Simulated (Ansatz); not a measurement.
**InPd (Pm-3m): relaxing the cell for a phonon run**

Task: relax InPd (Pm-3m) tightly.

Program: Ansatz 0.2.0. Level of theory: DFT PBEsol, scalar-relativistic, plane waves, PAW; PAW set soft_1. Results are calculated unless marked as measured.

### Step 1. The starting structure

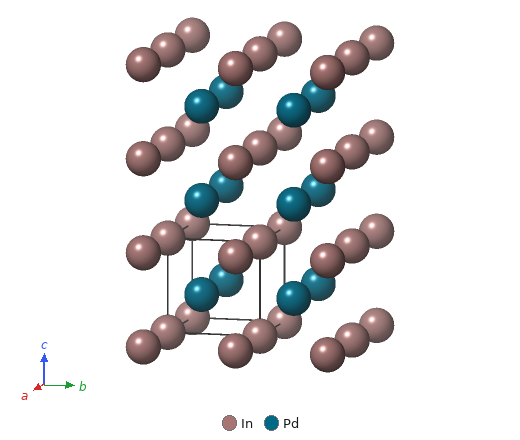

The starting structure, seen slightly off an axis (indium brown, palladium blue). 2×2×3 cells are drawn. Some periodic images of atoms are drawn too.

### Step 2. A coarse first look

First a cheap look: the gap decides the mesh and the occupations, the pressure tells how far the cell has to move.

input.yaml reads:

```yaml
crystal:
  lattice:
    - [3.27188478, 0.0, 0.0]
    - [0.0, 3.27188478, 0.0]
    - [0.0, 0.0, 3.27188478]
  atoms:
    - { symbol: In, position: [0.0, 0.0, 0.0] }
    - { symbol: Pd, position: [0.5, 0.5, 0.5] }
kpoints:
  mp_grid: { grid: [6, 6, 6] }
hamiltonian:
  xc: pbesol
  pseudopotentials: { kind: paw, azcp: { folder: soft_1 }, xc_functional: pbe }
scf:
  occupations: { method: gaussian, width: 0.1 }
output:
  forces: true
  stress: true
  eigenvalues: true
```

Started as:

```console
ansatz run input.yaml --threads 4 --pin off --max-ram 10240MiB --backend cpu --events-out ev --progress --plain --runs-dir out
```

Numbers of over 12 decimals in the logs are rounded to 6 here.

The program printed:

```text
Engine: ansatz 0.2.0, aarch64-unknown-linux-gnu
Pseudopotentials: kind: paw
Pseudopotential: In, paw, valence charge 13, recommended cutoff 420 eV (normal), soft_1/In.paw.azcp
Pseudopotential: Pd, paw, valence charge 18, recommended cutoff 420 eV (normal), soft_1/Pd.paw.azcp
Functional definition: PBEsol
  exchange = pbesol_x
  correlation = pbesol_c
Crystal: 2 atoms, lattice volume = 35.026 Å³
[...]
--- Band table (eV; the first three rows and the last of 20) ---
  k-point 0: bands = [... 12 lower, 14.2488, 14.2488, 14.2488, 20.7276, 20.7276, 20.7276, 25.9262, 27.1295]
  k-point 1: bands = [... 12 lower, 13.9537, 13.9537, 14.2299, 18.4493, 21.5747, 21.5747, 26.4281, 26.9750]
  k-point 2: bands = [... 12 lower, 13.4679, 13.4679, 14.1922, 15.9642, 23.6957, 23.6957, 26.6283, 26.6930]
  k-point 19: bands = [... 12 lower, 14.8671, 14.8671, 16.4443, 20.3038, 20.3038, 20.3038, 20.9309, 20.9309]
[key lines of the parts left out:]
SCF converged after 8 iterations
Free energy (F): -12433.203044 eV
Fermi energy:    16.561702 eV
P = ⅓ Tr σ = -2.6998 GPa (-26.998 kbar)
```

It took 0.5 s on 4 threads of Arm Neoverse V1, shared host; peak memory 0.29 GiB.

This step gave:

```yaml
pressure: -2.700 GPa
volume_per_atom: 17.51 Å³
gap_on_the_k_mesh: 0 eV
```

The coarse mesh shows no gap and a pressure of -2.7 GPa.

### Step 3. Relaxation

The cell and atoms are relaxed, since residual forces and stress would shift the frequencies.

Edit input.yaml of step 2 so:

```diff
@@ -9,3 +9,3 @@
 kpoints:
-  mp_grid: { grid: [6, 6, 6] }
+  mp_grid: { grid: [14, 14, 14] }
 hamiltonian:
@@ -19 +19,6 @@
   eigenvalues: true
+relax:
+  adjacent_minimum: "off"
+  f_tol: 0.005
+  max_steps: 80
+  cell: { stress_tol: 0.05 }
```

The program printed:

```text
[...]
Crystal: 2 atoms, lattice volume = 35.026 Å³
Basis set: ecut = 420 eV, 691 PW (Γ), exchange–correlation on 48×48×48 points (8 copies of the dense FFT grid, shifted against one another)
Bands: 20, of which v1, the nominal top of the filled ones, is band 16 counted from 1 (15 counted from 0)
Symmetry: 48 space group operations
[...]
k-points: 120 of 2744
[...]
SCF iter   1: F=—  HF=-12436.957255 eV  |F-HF|=—  |Δ(HF+E_count)|=         —  Δρ=2.07e-1  dr2=2.11e1  ethr=3.10e-3  ⟨swp⟩=5.6  Hψ=11078  notcnv=0
[...]
SCF iter   9: F=-12433.231290 eV  HF=-12433.231290 eV  |F-HF|=4.78e-10  |Δ(HF+E_count)|=   3.41e-8  Δρ=9.89e-7  dr2=5.96e-10  ethr=3.23e-10  ⟨swp⟩=5.9  Hψ=8253  notcnv=0
SCF 1 converged in 9 iterations: F = -12433.231290 eV  dr2 = 5.96e-10
[...]
relax step   1: F+E_penalty+E_count = -12433.23129039 eV  Δ(F+E_penalty+E_count) = +0.000e0 eV  max|allowed force component| = 8.415e-30 eV/Å  Δτ_max = 0.0000 Å  P = -2.974 GPa  Ω = 35.026 Å³  (9 SCF iters, dr2 threshold 1.00e-7 eV, accepted)
Crystal: 2 atoms, lattice volume = 33.066 Å³
Basis set: ecut = 420 eV, 619 PW (Γ), exchange–correlation on 48×48×48 points (8 copies of the dense FFT grid, shifted against one another)
[...]
iter 1 solved again at ethr=1.01e-4 eV; its pass at ethr=3.10e-3 eV (dr2=3.13e-2 eV) is discarded
[...]
SCF iter   6: F=-12433.221468 eV  HF=-12433.221468 eV  |F-HF|=8.80e-10  |Δ(HF+E_count)|=   2.72e-8  Δρ=2.33e-6  dr2=1.10e-9  ethr=2.09e-10  ⟨swp⟩=2.5  Hψ=8242  notcnv=0
SCF 2 converged in 6 iterations: F = -12433.221468 eV  dr2 = 1.10e-9
relax step   2: F+E_penalty+E_count = -12433.22146848 eV  Δ(F+E_penalty+E_count) = +9.822e-3 eV  max|allowed force component| = 6.705e-30 eV/Å  Δτ_max = 0.0000 Å  P = +5.185 GPa  Ω = 33.066 Å³  energy of the carried Pulay correction = +4.330e-4 eV  (6 SCF iters, dr2 threshold 2.00e-7 eV, rejected (line search))
Crystal: 2 atoms, lattice volume = 34.285 Å³
[...]
SCF iter   7: F=-12433.239098 eV  HF=-12433.239098 eV  |F-HF|=0.00e0  |Δ(HF+E_count)|=  3.46e-11  Δρ=1.37e-7  dr2=1.48e-12  ethr=1.00e-12  ⟨swp⟩=5.3  Hψ=9289  notcnv=0
SCF 3 converged in 7 iterations: F = -12433.239098 eV  dr2 = 1.48e-12
relax step   3: F+E_penalty+E_count = -12433.23909821 eV  Δ(F+E_penalty+E_count) = -7.808e-3 eV  max|allowed force component| = 2.077e-29 eV/Å  Δτ_max = 0.0000 Å  P = -0.263 GPa  Ω = 34.285 Å³  energy of the carried Pulay correction = +1.608e-4 eV  (7 SCF iters, accepted)
[...]
relax step   4: F+E_penalty+E_count = -12433.23916797 eV  Δ(F+E_penalty+E_count) = -6.976e-5 eV  max|allowed force component| = 2.958e-30 eV/Å  Δτ_max = 0.0000 Å  P = +0.016 GPa  Ω = 34.215 Å³  energy of the carried Pulay correction = +1.762e-4 eV  (6 SCF iters, dr2 threshold 1.73e-7 eV, accepted)
[...]
SCF iter   6: F=-12433.238972 eV  HF=-12433.238972 eV  |F-HF|=3.64e-12  |Δ(HF+E_count)|=    0.00e0  Δρ=8.31e-9  dr2=8.50e-15  ethr=1.00e-12  ⟨swp⟩=4.0  Hψ=9141  notcnv=0
SCF 5 converged in 6 iterations: F = -12433.238972 eV  dr2 = 8.50e-15
relax step   5: F+E_penalty+E_count = -12433.23897158 eV  Δ(F+E_penalty+E_count) = +1.964e-4 eV  max|allowed force component| = 6.147e-30 eV/Å  Δτ_max = 0.0000 Å  P = +0.022 GPa  Ω = 34.215 Å³  stress off target by 2.19e-2 GPa  SCF on the basis re-selected at this cell (its energy is not comparable with the rows above)  (6 SCF iters)
basis re-selected at this cell: Δ(F+E_penalty+E_count) = +1.964e-4 eV, ΔP = +0.006 GPa vs the last step (what re-selecting the basis moved, of the pressure what is left beyond the Pulay correction that the steps carried, after the strain that the cell walked since its last selection, with what the two solves' SCF thresholds leave and, on support functions, any second-order correction that the steps lacked; it is no m [...]
SCF converged after 6 iterations
Free energy (F): -12433.238972 eV
[...]
Internal energy: -12433.235724 eV  (E = F + TS)
E sigma→0 (E₀):  -12433.237348 eV
Entropy (-TS):   -0.003248 eV (-1.624 meV/atom)
Fermi energy:    17.124591 eV
[...]
--- Stress (GPa, compression-positive) ---
        0.021876       0.000000       0.000000
        0.000000       0.021876      -0.000000
        0.000000      -0.000000       0.021876
  P = ⅓ Tr σ = 0.0219 GPa (0.219 kbar)
--- Band table (eV; the first three rows and the last of 120) ---
  k-point 0: bands = [... 12 lower, 14.7395, 14.7395, 14.7395, 21.2739, 21.2739, 21.2739, 26.7488, 27.8046]
  k-point 1: bands = [... 12 lower, 14.6738, 14.6738, 14.7353, 20.6893, 21.4434, 21.4434, 27.0099, 27.7705]
  k-point 2: bands = [... 12 lower, 14.5010, 14.5010, 14.7237, 19.4435, 21.9271, 21.9271, 27.1686, 27.6718]
  k-point 119: bands = [... 12 lower, 15.3832, 15.3832, 17.0359, 20.8539, 20.8539, 20.8539, 21.5442, 21.5442]
--- Relaxed structure (4 steps of the walk, 3 accepted, 1 SCFs on fresh bases) ---
  F+E_penalty+E_count = -12433.23897158 eV   max|allowed force component| = 6.147e-30 eV/Å   (the final SCF, on the basis selected at the relaxed cell)
  cell:  # Å, volume = 34.2150 Å³
    - [3.246427, 0, 0]
    - [0, 3.246427, 0.0]
    - [0, 0.0, 3.246427]
  atoms:
    - { symbol: In, position: [0, 0, 0] }
    - { symbol: Pd, position: [0.5, 0.5, 0.5] }
```

It took 6.6 s on 4 threads; peak memory 0.39 GiB.

Relaxation path:

| step | energy less that of the first step (eV) | largest force component (eV/Å) | pressure (GPa) | volume (Å³) |
| --- | --- | --- | --- | --- |
| 1 | 0.0000 | 0.0000 | -2.97 | 35.03 |
| 2 | 0.0098 | 0.0000 | 5.19 | 33.07 |
| 3 | -0.0078 | 0.0000 | -0.26 | 34.29 |
| 4 | -0.0079 | 0.0000 | 0.02 | 34.22 |
| 5* | -0.0077 | 0.0000 | 0.02 | 34.22 |

Relaxation steps marked * repeat the geometry before them on a plane-wave basis chosen anew for their cell, so energy and pressure can jump there. Relaxation step 2 was tried and not accepted.

The run keeps the 48 symmetry operations that it works with, so distortions that break them were not tested.

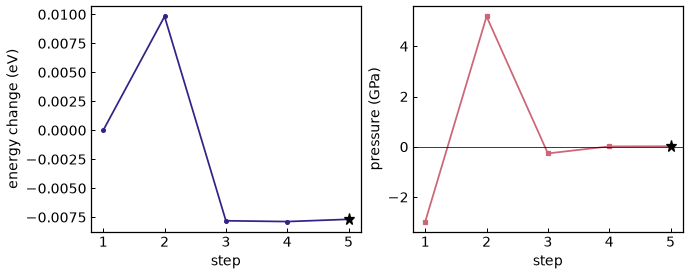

Energy and pressure along the relaxation. Stars mark steps on a basis chosen anew.

| conventional cell, symmetrised | before | after | change |
| --- | --- | --- | --- |
| a (Å) | 3.272 | 3.246 | -0.8 % |
| b (Å) | 3.272 | 3.246 | -0.8 % |
| c (Å) | 3.272 | 3.246 | -0.8 % |
| volume (Å³/atom) | 17.51 | 17.11 | -2.3 % |

The relaxed structure:

```xyz
2
Lattice="3.2464 0.0000 0.0000 0.0000 3.2464 0.0000 0.0000 0.0000 3.2464" Properties=species:S:1:pos:R:3 pbc="T T T"
In    0.0000    0.0000    0.0000
Pd    1.6232    1.6232    1.6232
```

This step gave:

```yaml
pressure: 0.02188 GPa
volume_per_atom: 17.11 Å³
```

In this step the volume went from 17.51 to 17.11 Å³/atom.

### Step 4. Tight relaxation

Phonons need a cell at rest on their own settings, so the relaxation is repeated with tight tolerances on forces and stress on the k mesh and occupations of the first response run.

input.yaml, the sections that differ from step 3:

```yaml
crystal:
  lattice:
    - [3.2464272177, 0.0, 0.0]
    - [0.0, 3.2464272177, 0.0]
    - [0.0, 0.0, 3.2464272177]
  atoms:
    - { symbol: In, position: [0.0, 0.0, 0.0] }
    - { symbol: Pd, position: [0.5, 0.5, 0.5] }
kpoints:
  mp_grid: { grid: [16, 16, 16] }
scf:
  occupations: { method: methfessel_paxton, width: 0.2 }
relax:
  adjacent_minimum: "off"
  f_tol: 0.001
  max_steps: 60
  cell: { stress_tol: 0.01 }
# hamiltonian, output: as in step 3
```

The program printed:

```text
[...]
Crystal: 2 atoms, lattice volume = 34.215 Å³
Basis set: ecut = 420 eV, 691 PW (Γ), exchange–correlation on 48×48×48 points (8 copies of the dense FFT grid, shifted against one another)
Bands: 20, of which v1, the nominal top of the filled ones, is band 16 counted from 1 (15 counted from 0)
[... 1 set-up line as in the run before ...]
[...]
k-points: 165 of 4096
[...]
k-point 164: bands = [... 12 lower, 15.3757, 15.3757, 17.0271, 20.8456, 20.8456, 20.8456, 21.5355, 21.5355]
--- Relaxed structure (3 steps of the walk, 2 accepted, 1 SCFs on fresh bases) ---
[...]
cell:  # Å, volume = 34.2272 Å³
    - [3.246811, 0, 0.0]
    - [0, 3.246811, 0.0]
    - [0.0, 0.0, 3.246811]
  atoms:
    - { symbol: In, position: [0, 0, 0] }
    - { symbol: Pd, position: [0.5, 0.5, 0.5] }
[key lines of the parts left out:]
SCF converged after 4 iterations
Free energy (F): -12433.237838 eV
Fermi energy:    17.094558 eV
P = ⅓ Tr σ = -0.0001 GPa (-0.001 kbar)
```

Elapsed: 6.4 s, on 4 threads; peak memory 0.41 GiB.

Little changed from the start: no atom moved by 0.005 Å and no cell edge by 0.1 %.

This step gave:

```yaml
pressure: -9.11e-5 GPa
```

The forces vanish by symmetry and the pressure is 0.000 GPa, within the tolerances set. The cell now holds 17.11 Å³/atom.

### Step 5. What came out

```
space group after relaxation (within 0.01 Å) : Pm-3m
lattice constant a                           : 3.247 Å
lattice constant b                           : 3.247 Å
lattice constant c                           : 3.247 Å
volume per atom                              : 17.1 Å³
```

In words: The forces vanish by symmetry and the pressure is 0.000 GPa, within the tolerances set. The cell now holds 17.11 Å³/atom. The relaxation keeps the symmetry of its start, so it says nothing on stability against lower symmetry. The runs are without spin polarisation, although the cell has an odd electron count. The PAW files were made for PBE and serve the other functionals too.

[Logs are printed without paths, hosts, clocks, repeated set-up lines and the standing remarks that a program may print on its own settings, such as how far it seeks lower states.]

[Hosts, paths, dates, database ids (printed as entryN), source tags and the programs' standing remarks are cut or masked in the printed files.]
